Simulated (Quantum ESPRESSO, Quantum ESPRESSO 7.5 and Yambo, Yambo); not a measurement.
# SrTiO3 (Tausonite): a self-consistent loop beyond G0W0, cycle by cycle

Wanted: G0W0 and self-consistent gaps of SrTiO3 (Tausonite), with the cost of the cycles.

Program: Quantum ESPRESSO 7.5 and Yambo 5.3.0. Level of theory: PBE and many-body steps on it, plane waves. Results are calculated unless marked as measured.

**The experiments to reproduce.**

- Gap 3.77 eV: direct gap (M0 critical point); spectroscopic ellipsometry, second-derivative fit; 300 K; bulk crystal (commercial single crystal) (“Optical probe of ferroelectric order in bulk and thin film perovskite titanates”, 2013, arxiv:1309.1245).

## (1) The starting structure

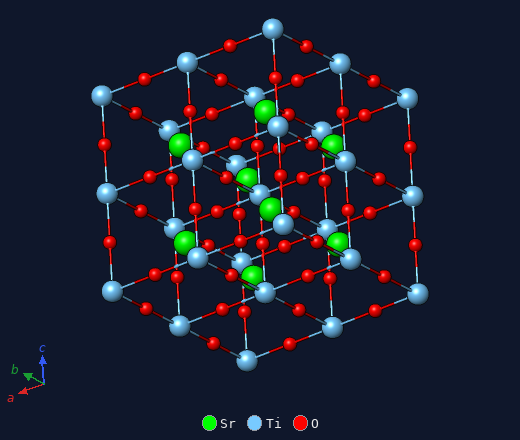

Start, viewed from a free direction; strontium green, titanium blue, oxygen red. 2×2×2 cells are drawn. Some periodic images of atoms are drawn too.

As a file:

```cif
data_structure
_symmetry_space_group_name_H-M 'Pm-3m'
_symmetry_Int_Tables_number 221
_cell_length_a 3.9053
_cell_length_b 3.9053
_cell_length_c 3.9053
_cell_angle_alpha 90.000
_cell_angle_beta 90.000
_cell_angle_gamma 90.000
_cell_volume 59.56
loop_
_atom_site_label
_atom_site_type_symbol
_atom_site_symmetry_multiplicity
_atom_site_Wyckoff_symbol
_atom_site_fract_x
_atom_site_fract_y
_atom_site_fract_z
_atom_site_occupancy
Sr1 Sr 1 b 0.50000 0.50000 0.50000 1
Ti1 Ti 1 a 0.00000 0.00000 0.00000 1
O1 O 3 d 0.50000 0.00000 0.00000 1
```

The cell and positions come from the Crystallography Open Database and are kept as given unless a step says otherwise.

## (2) Empty states on the mesh, 4×4×4 mesh, 107 bands

This step: Quantum ESPRESSO 7.5; DFT, PBE, plane waves, norm-conserving pseudopotentials.

The sums over transitions need many empty states on a uniform mesh; this step solves for them.

Contents of pw.in:

```
&control
  calculation = 'nscf'
  prefix = 'x'
  outdir = 'o'
  pseudo_dir = 'pseudo'
/
&system
  ibrav = 0
  nat = 5
  ntyp = 3
  ecutwfc = 76.0
  nbnd = 107
  force_symmorphic = .true.
/
&electrons
  conv_thr = 1e-9
  electron_maxstep = 80
  diago_full_acc = .true.
  diago_thr_init = 5e-6
/
ATOMIC_SPECIES
  Sr 87.62 Sr.upf
  Ti 47.867 Ti.upf
  O 15.999 O.upf
CELL_PARAMETERS angstrom
  3.9052800000 0.0000000000 0.0000000000
  0.0000000000 3.9052800000 0.0000000000
  0.0000000000 0.0000000000 3.9052800000
ATOMIC_POSITIONS crystal
  Sr 0.5000000000 0.5000000000 0.5000000000
  Ti 0.0000000000 0.0000000000 0.0000000000
  O 0.5000000000 0.0000000000 0.0000000000
  O 0.0000000000 0.5000000000 0.0000000000
  O 0.0000000000 0.0000000000 0.5000000000
K_POINTS automatic
  4 4 4 0 0 0
```

The run is started by

```bash
OMP_NUM_THREADS=1 mpirun -n 4 pw.x -nk 4 -in pw.in > pw.out
```

The program printed:

```text
Program PWSCF v.7.5 starts

     This program is part of the open-source Quantum ESPRESSO suite
     for quantum simulation of materials; please cite
         "P. Giannozzi et al., J. Phys.:Condens. Matter 21 395502 (2009);
         "P. Giannozzi et al., J. Phys.:Condens. Matter 29 465901 (2017);
         "P. Giannozzi et al., J. Chem. Phys. 152 154105 (2020);
     in publications or presentations arising from this work. More details at

     Atomic positions and unit cell read from directory:
     o/x.save/

     Message from routine setup:
[...]
74.8790  75.6906  76.7402

          k = 0.0000 0.0000-0.5000 (  4484 PWs)   bands (ev):

[...]
66.1709  66.1709  68.7266  68.7266  68.7786  68.9232  69.1785  69.1785
    69.5598  70.2086  70.3322  70.3322  71.5295  72.1714  72.1714  72.2256
    72.2488  72.5632  73.1618

          k = 0.0000 0.2500 0.2500 (  4514 PWs)   bands (ev):

     [... further k-points ...]

     highest occupied, lowest unoccupied level (ev):    10.0469   11.9546

     XML data file, pseudopotentials, collected wavefunctions

=------------------------------------------------------------------------------=
   JOB DONE.
=------------------------------------------------------------------------------=
```

Run time: 13 s. Hardware: 4 MPI ranks of Arm Neoverse V1, shared host; peak memory 0.38 GiB.

Numbers from this step:

```yaml
gap: 1.908 eV
k_of_the_valence_top: -0.5, -0.5, -0.5
k_of_the_conduction_bottom: 0, 0, 0
least_direct_gap: 2.263 eV
k_points_computed: 10
lowest_point_of_the_top_converged_band_above_the_valence_top: 62.8065 eV
```

On this mesh the gap is 1.908 eV.

The density comes from a self-consistent run that is not shown.

## (3) Conversion and set-up

This step: Yambo 5.3.0; conversion and set-up on PBE, plane waves, norm-conserving pseudopotentials.

The states are converted to the many-body program's format and the q mesh is built.

The run is started by

```bash
(cd o/x.save; p2y > p2y.log; mv SAVE ../..); yambo > setup.log
```

The program printed:

```text
 Yambo, version 5.3.0

 [02] CORE Variables Setup
 =========================

  [02.01] Unit cells
  ==================

  Cell kind             :  CUB
  Atoms in the cell     :  Sr  Ti  O
  number of Sr atoms    :  1
  number of Ti atoms    :  1
  number of O  atoms    :  3

  List of atomic masses
  Mass of Sr    :  87.62000
  Mass of Ti    :  47.86700
  Mass of O     :  15.99900

  List of atomic coordinates    : [cc]
  Sr1       :  3.689955  3.689955  3.689955  order 1
  Ti1       :  0.000000  0.000000  0.000000  order 2
  O1       :  3.689955  0.000000  0.000000  order 3
[...]
IBZ Q-points                                      :  10
 BZ  Q-points                                      :   64

 K/Q-points units:
 rlu = crystal or reduced units; cc = cartesian coordinates; iku = interal k-units

 Q [ 1]         [rlu]:  0.000000  0.000000  0.000000
 Q [ 2]         [rlu]:  0.000000  0.000000  0.250000
 Q [ 3]         [rlu]:  0.000000  0.000000 -0.500000
[...]
Q [ 8]         [rlu]:  0.250000  0.250000 -0.500000
 Q [ 9]         [rlu]:  0.250000 -0.500000 -0.500000
 Q [10]         [rlu]: -0.500000 -0.500000 -0.500000

  [03.01] X indexes
  =================

   [03.01.01] Sigma indexes
   ========================

 [06] Game Over & Game summary
```

It took 3.3 s on 1 MPI rank; peak memory 0.25 GiB.

## (4) G0W0

Now the one-shot GW correction: screening in the RPA, then the self-energy of the levels asked for.

This step: G0W0 on PBE, plane waves, norm-conserving pseudopotentials.

Contents of gw1.in:

```
HF_and_locXC
gw0
dyson
ppa
em1d
rim_cut
RandQpts= 1000000
RandGvec= 1 RL
EXXRLvcs= 76 Ry
VXCRLvcs= 304 Ry
Chimod= "HARTREE"
% BndsRnXp
 1 | 107 |
%
NGsBlkXp= 9 Ry
% LongDrXp
 1 | 1 | 1 |
%
% GbndRnge
 1 | 107 |
%
DysSolver= "n"
ExtendOut
PPAPntXp= 27.21138 eV
% QPkrange
 10 | 10 | 19 | 22 |
 1 | 1 | 19 | 22 |
%
```

The run is started by

```bash
OMP_NUM_THREADS=1 mpirun -n 4 yambo -F gw1.in -J gw1 -C gw1 > gw1.log
```

The program printed:

```text
 Yambo, version 5.3.0

 [02] CORE Variables Setup
 =========================

  [... cell, symmetries and grids as in the set-up ...]

  [02.05] Energies & Occupations
  ==============================

  [X] === General ===
  [X] Electronic Temperature                        :  0.000000  0.000000 [eV K]
  [X] Bosonic    Temperature                        :  0.000000  0.000000 [eV K]
  [X] Finite Temperature mode                       : no
  [X] El. density                                   :  0.67159E+24 [cm-3]
  [X] Fermi Level                                   :  10.04689 [eV]

  [X] === Gaps and Widths ===
  [X] Conduction Band Min                           :  1.907663 [eV]
  [X] Valence Band Max                              :  0.000000 [eV]
  [X] Filled Bands                                  :  20
  [X] Empty Bands                                   :   21  107
  [X] Direct Gap                                    :  2.262791 [eV]
  [X] Direct Gap localized at k                     :  1
  [X] Indirect Gap                                  :  1.907663 [eV]
  [X] Indirect Gap between kpts                     :  10   1
  [X] Last valence band width                       :  0.731989 [eV]
  [X] 1st conduction band width                     :  2.609048 [eV]

 [03] Transferred momenta grid and indexing
 ==========================================

 IBZ Q-points                                      :  10
 BZ  Q-points                                      :   64

 K/Q-points units:
 rlu = crystal or reduced units; cc = cartesian coordinates; iku = interal k-units

 Q [ 1]         [rlu]:  0.000000  0.000000  0.000000
 Q [ 2]         [rlu]:  0.000000  0.000000  0.250000
 Q [ 3]         [rlu]:  0.000000  0.000000 -0.500000
 Q [ 4]         [rlu]:  0.000000  0.250000  0.250000
 Q [ 5]         [rlu]:  0.000000  0.250000 -0.500000
 Q [ 6]         [rlu]:  0.000000 -0.500000 -0.500000
 Q [ 7]         [rlu]:  0.250000  0.250000  0.250000
 Q [ 8]         [rlu]:  0.250000  0.250000 -0.500000
 Q [ 9]         [rlu]:  0.250000 -0.500000 -0.500000
 Q [10]         [rlu]: -0.500000 -0.500000 -0.500000

 [04] Coloumb potential Random Integration (RIM)
 ===============================================

  [04.01] RIM initialization
  ==========================

  * Diagonal components only detected *

  8 x (sBL volume)        :  0.077143 [a.u.]
  sBZ random points       :  1000000
  Points outside the sBZ  :   7992674
  RL volume               :  0.617144 [a.u.]
  Integrated volume       :  0.617710 [a.u.]

  [04.02] RIM integrals
  =====================

  Gamma point sphere radius             :  0.077218 [a.u.]
  Points outside the sphere             :   799758
  [Int_sBZ(q=0) 1/q^2]*(Vol_sBZ)^(-1/3) =:  7.677921
                                 should be <:  7.795600

  Summary of Coulomb integrals for non-metallic bands |Q|[au] RIM/Bare

  Q [1] 0.100000E-4 0.984904 * Q [2] 0.212848 1.050352
  Q [4] 0.301012 1.048056 * Q [7] 0.368663 1.034451
  Q [3] 0.425695 1.019613 * Q [5] 0.475942 1.017752
  Q [8] 0.521368 1.015471 * Q [6] 0.602024 1.012155
  Q [9] 0.638543 1.010963 * Q [10] 0.737326 1.008585

 [05] Dipoles
 ============

  [05.01] Setup: observables and procedures
  =========================================

  [WARNING] [x,Vnl] slows the Dipoles computation. To neglect it rename the ns.kb_pp file

 [06] Dynamic Dielectric Matrix (PPA)
 ====================================

 [WR./gw1//ndb.pp]---------------------------------------------------------------
  Brillouin Zone Q/K grids (IBZ/BZ)                :   10   64   10   64
  RL vectors                                       :   5743 [WF]
  Coulomb cutoff potential                         : none
  Electronic Temperature                           :  0.000000 [K]
  Bosonic    Temperature                           :  0.000000 [K]
  PPA    diel. fun.  energies                      : Perdew, Burke & Ernzerhof(X)+Perdew, Burke & Ernzerhof(C)
  wavefunctions                                    : Perdew, Burke & Ernzerhof(X)+Perdew, Burke & Ernzerhof(C)
[...]
X matrix size                                    :  203
  X band range                                     :    1  107
  X e/h energy range                               : -1.000000 -1.000000 [eV]
  X Time ordering                                  : R
  X Hxc Kernel                                     : HARTREE
  X Drude frequency                                :  0.000000  0.000000
  X poles                                          :  100.0000 [o/o]
  RL vectors in the sum                            :   5743
  [r,Vnl] included                                 : yes
  Field direction                                  :  0.577350E-5  0.577350E-5  0.577350E-5
  BZ energy Double Grid                            : no
  BZ energy DbGd points                            : 0
  BZ Q point size factor                           : -1.000000
  X Optical Averaged directions                    : none

 [07] Local Exchange-Correlation + Non-Local Fock
 ================================================

 [VXC] Plane waves :   36041
 [EXS] Plane waves :   4553

 QP @ state[ 1 ] K range:  1  1
 QP @ state[ 1 ] b range:  19  22
 QP @ state[ 2 ] K range:  10  10
 QP @ state[ 2 ] b range:  19  22

 [xc] Functional : Perdew, Burke & Ernzerhof(X)+Perdew, Burke & Ernzerhof(C)
 [xc] LIBXC used to calculate xc functional
  PP Number of Atomic Species                      :  3
  NLCC RL compoments                               :   36041
  PP Number of Atomic Species                      :  3
  NLCC RL compoments                               :   36041

 [xc] E_xc :  -22.32465 [Ha]
      E_xc :  -44.64930 [Ry]

  Local XC kind (lXC) : Perdew, Burke & Ernzerhof(X)+Perdew, Burke & Ernzerhof(C)
  Non-Local XC kind (nlXC) : Hartree-Fock

  Corrections @ K [1] :  [eV]
 <19|nlXC|19> = -25.25794  0.65387E-17 <19|lXC|19> = -20.54185 -0.56645E-15
 <20|nlXC|20> = -25.25794  0.50188E-17 <20|lXC|20> = -20.54184  0.000000
 <21|nlXC|21> = -11.48489 -0.11116E-17 <21|lXC|21> = -18.88296  0.23602E-16
 <22|nlXC|22> = -11.48493 -0.22642E-17 <22|lXC|22> = -18.88296  0.28323E-15

  Corrections @ K [10] :  [eV]
 <19|nlXC|19> = -25.09237 -0.70496E-17 <19|lXC|19> = -20.19479 -0.56645E-15
 <20|nlXC|20> = -25.09238  0.61762E-17 <20|lXC|20> = -20.19479 -0.18882E-15
 <21|nlXC|21> = -12.96587  0.63845E-19 <21|lXC|21> = -21.98335  0.75527E-15
 <22|nlXC|22> = -12.96587 -0.73604E-18 <22|lXC|22> = -21.98335  0.18882E-15

  [07.01] Hartree-Fock occupations report
  =======================================

  [Hartree-Fock] === General ===
  [Hartree-Fock] Electronic Temperature             :  0.000000  0.000000 [eV K]
  [Hartree-Fock] Bosonic    Temperature             :  0.000000  0.000000 [eV K]
  [Hartree-Fock] Finite Temperature mode            : no
  [Hartree-Fock] El. density                        :  0.67159E+24 [cm-3]
  [Hartree-Fock] Fermi Level                        :  10.04689 [eV]

  [Hartree-Fock] === Gaps and Widths ===
  [Hartree-Fock] Conduction Band Min                :  1.989030 [eV]
  [Hartree-Fock] Valence Band Max                   : -0.043408 [eV]
  [Hartree-Fock] Filled Bands                       :  20
  [Hartree-Fock] Empty Bands                        :   21  107
  [Hartree-Fock] Direct Gap                         :  2.584165 [eV]
  [Hartree-Fock] Direct Gap localized at k          :  2
  [Hartree-Fock] Indirect Gap                       :  2.032438 [eV]
  [Hartree-Fock] Indirect Gap between kpts          :   9   2
  [Hartree-Fock] Last valence band width            :  5.027816 [eV]
  [Hartree-Fock] 1st conduction band width          :  11.54516 [eV]

 [08] Dyson equation: Newton solver
 ==================================

  [08.01] G0W0 (W PPA)
  ====================

  [  GW  ] Bands range     :    1  107
  [GW/PPA] G damping       :  0.100000 [eV]

  QP @ state[ 1 ] K range:  1  1
  QP @ state[ 1 ] b range:  19  22
  QP @ state[ 2 ] K range:  10  10
  QP @ state[ 2 ] b range:  19  22

   Sc/G bands                                       :    1  107
   Sc/G damping                                     :  0.100000 ev
   Sc bands terminator                              : no
   Sx RL components                                 :   4553

   QP @ state[ 1 ] K range                          :  1  1
   QP @ state[ 1 ] b range                          :  19  22
   QP @ state[ 2 ] K range                          :  10  10
   QP @ state[ 2 ] b range                          :  19  22
   GF energies kind                                 : Perdew, Burke & Ernzerhof(X)+Perdew, Burke & Ernzerhof(C)
   GF WF`s kind                                     : Perdew, Burke & Ernzerhof(X)+Perdew, Burke & Ernzerhof(C)
   Xs energies kind                                 : Perdew, Burke & Ernzerhof(X)+Perdew, Burke & Ernzerhof(C)
   Xs WF`s kind                                     : Perdew, Burke & Ernzerhof(X)+Perdew, Burke & Ernzerhof(C)

 [11] Game Over & Game summary
```

Elapsed: 1.8 min, on 4 MPI ranks; peak memory 1.7 GiB.

This step gave:

```yaml
g0w0_gap_on_the_points_computed: 3.489 eV
starting_gap_on_the_mesh: 1.908 eV
k_of_the_valence_top: -0.5, -0.5, -0.5
k_of_the_conduction_bottom: 0, 0, 0
least_direct_g0w0_gap_on_the_computed_points: 3.857 eV
z_at_the_valence_top: 0.7678
z_at_the_conduction_bottom: 0.7802
```

The gap on the mesh goes from 1.91 eV to 3.49 eV, a correction of +1.58 eV.

## (5) evGW0, cycle 1

This step: evGW0 on PBE, plane waves, norm-conserving pseudopotentials.

gw3.in, as its differences from gw1.in of step 4:

```diff
@@ -25,4 +25,4 @@
 % QPkrange
- 10 | 10 | 19 | 22 |
- 1 | 1 | 19 | 22 |
+ 1 | 10 | 12 | 27 |
 %
+GfnQPdb= "E < ./gw2/ndb.QP"
```

The run is started by

```bash
OMP_NUM_THREADS=1 mpirun -n 4 yambo -F gw3.in -J gw3,gw1_W -C gw3 > gw3.log
```

The program printed:

```text
 Yambo, version 5.3.0

 [02] CORE Variables Setup
 =========================

  [... cell, symmetries and grids as in the set-up ...]

  [02.05] Energies & Occupations
  ==============================

  [X] === General ===
  [X] Electronic Temperature                        :  0.000000  0.000000 [eV K]
  [X] Bosonic    Temperature                        :  0.000000  0.000000 [eV K]
  [X] Finite Temperature mode                       : no
  [X] El. density                                   :  0.67159E+24 [cm-3]
  [X] Fermi Level                                   :  10.04689 [eV]

  [X] === Gaps and Widths ===
  [X] Conduction Band Min                           :  1.907663 [eV]
  [X] Valence Band Max                              :  0.000000 [eV]
  [X] Filled Bands                                  :  20
  [X] Empty Bands                                   :   21  107
  [X] Direct Gap                                    :  2.262791 [eV]
  [X] Direct Gap localized at k                     :  1
  [X] Indirect Gap                                  :  1.907663 [eV]
  [X] Indirect Gap between kpts                     :  10   1
  [X] Last valence band width                       :  0.731989 [eV]
  [X] 1st conduction band width                     :  2.609048 [eV]

 [03] Transferred momenta grid and indexing
 ==========================================

 IBZ Q-points                                      :  10
 BZ  Q-points                                      :   64

 K/Q-points units:
 rlu = crystal or reduced units; cc = cartesian coordinates; iku = interal k-units

 Q [ 1]         [rlu]:  0.000000  0.000000  0.000000
 Q [ 2]         [rlu]:  0.000000  0.000000  0.250000
 Q [ 3]         [rlu]:  0.000000  0.000000 -0.500000
[...]
[G+QP] Direct Gap localized at k                  :  1
  [G+QP] Indirect Gap                               :  3.488821 [eV]
  [G+QP] Indirect Gap between kpts                  :  10   1
  [G+QP] Last valence band width                    :  0.847238 [eV]
  [G+QP] 1st conduction band width                  :  2.936120 [eV]

  [coarse-grid] Minimum Bare Gap        [ev]:  1.907663
  [coarse-grid] Minimum Gap Correction  [ev]:  1.581158

  Eqp @ K [ 1]
  -61.14122 -35.49754 -35.44872 -35.44872 -35.44872 -18.86407 -17.80051 -17.80051
  -15.99325 -15.99325 -15.99325  -3.25288  -3.25287  -3.25302  -1.34849  -1.34852
  -1.348520 -0.368153 -0.368063 -0.368057  3.488735  3.488550  3.488646  6.430457
[...]
Eqp @ K [ 2]
[...]
Eqp @ K [ 3]
[...]
Eqp @ K [ 8]
[...]
Eqp @ K [ 9]
[...]
8.04440   8.04435  10.37040   9.85695  11.07182  11.07182  11.54773  15.30901
   15.30901  15.30901  17.48682  18.44698  18.44698  18.44698  20.45944  20.45944

 [07] Dipoles
 ============

  [07.01] Setup: observables and procedures
  =========================================

 [08] Dynamic Dielectric Matrix (PPA)
 ====================================

   Sc/G bands                                       :    1  107
   Sc/G damping                                     :  0.100000 ev
   Sc bands terminator                              : no
   Sx RL components                                 :   4553

   QP @ state[ 1 ] K range                          :   1  10
   QP @ state[ 1 ] b range                          :  12  27
   GF energies kind                                 : Perdew, Burke & Ernzerhof(X)+Perdew, Burke & Ernzerhof(C)+ E < ./gw2/ndb.QP + @E Fit
   GF WF`s kind                                     : Perdew, Burke & Ernzerhof(X)+Perdew, Burke & Ernzerhof(C)
   Xs energies kind                                 : Perdew, Burke & Ernzerhof(X)+Perdew, Burke & Ernzerhof(C)
   Xs WF`s kind                                     : Perdew, Burke & Ernzerhof(X)+Perdew, Burke & Ernzerhof(C)

 [13] Game Over & Game summary
```

It took 9 min on 4 MPI ranks; peak memory 2 GiB.

Numbers from this step:

```
quasiparticle gap on the mesh                         : 3.805 eV
gap of the density functional on the mesh             : 1.908 eV
k of the valence top                                  : -0.5, -0.5, -0.5
k of the conduction bottom                            : 0, 0, 0
least direct quasiparticle gap on the computed points : 4.174 eV
Z at the valence top                                  : 0.7715
Z at the conduction bottom                            : 0.8004
```

Against G0W0 in Yambo (4×4×4 mesh, 107 bands, screening to 122.5 eV, Godby-Needs plasmon pole), the gap moves by +0.317 eV.

The program's own table gives 4.121 eV, which is too large where the input levels are shifted: this version takes Σc at the unshifted level E₀, yet steps from the shifted one. The value above is the Newton step from E₀, E₀ + Z(Σc + Σx − Vxc), rebuilt from the printed columns.

(Continued in part 2 of 2.)

[Paths, hosts, dates, memory and timing lines, banners, echoed tables and standing remarks are left out of the program output.]

[Logs are printed without paths, hosts, clocks, repeated set-up lines and the standing remarks that a program may print on its own settings, such as how far it seeks lower states.]

[Runs of the session that timed out or met a known fault of the program may be left out.]

[Hosts, paths, dates, database ids (printed as entryN), source tags and the programs' standing remarks are cut or masked in the printed files.]
